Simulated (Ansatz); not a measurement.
**What Si → S does to Si**

The parent structure is Si in the diamond structure (space group Fd-3m, No. 227; a = 5.4336 Å).

One thing is altered: full substitution Si → S; the structure is relaxed again.

Method: PBEsol in Ansatz (plane waves to 420 eV, PAW, no spin-orbit coupling), earlier PAW set. Settings: 14×14×14 k-points, 0.05 eV Fermi–Dirac smearing, for the changed cell.

The volume per atom goes up by 2.86 Å³ (20.05 Å³ → 22.91 Å³) and the density hardly moves (2.33 g/cm³ against 2.32 g/cm³). The space group is still Fd-3m (No. 227) and the shortest interatomic distance increases by 0.107 Å (2.353 Å → 2.460 Å). The band gap changes from 0.47 eV to zero.

Final structure:

```xyz
2
Lattice="0.0000 2.8402 2.8402 2.8402 0.0000 2.8402 2.8402 2.8402 0.0000" Properties=species:S:1:pos:R:3 pbc="T T T"
S      0.0000     0.0000     0.0000
S      1.4201     1.4201     1.4201
```

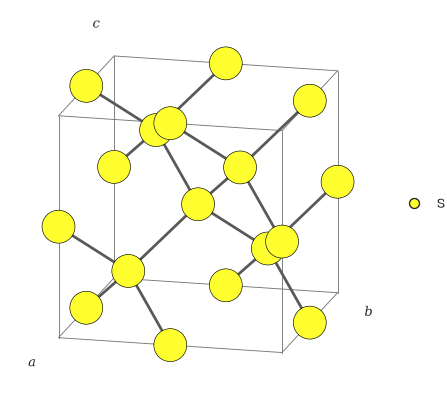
Figure: The relaxed conventional cell after the change

Stability against distortions was not tested. As relaxed here, S is a hypothetical phase, not in the database extracts checked.

Ansatz is an electronic-structure program.
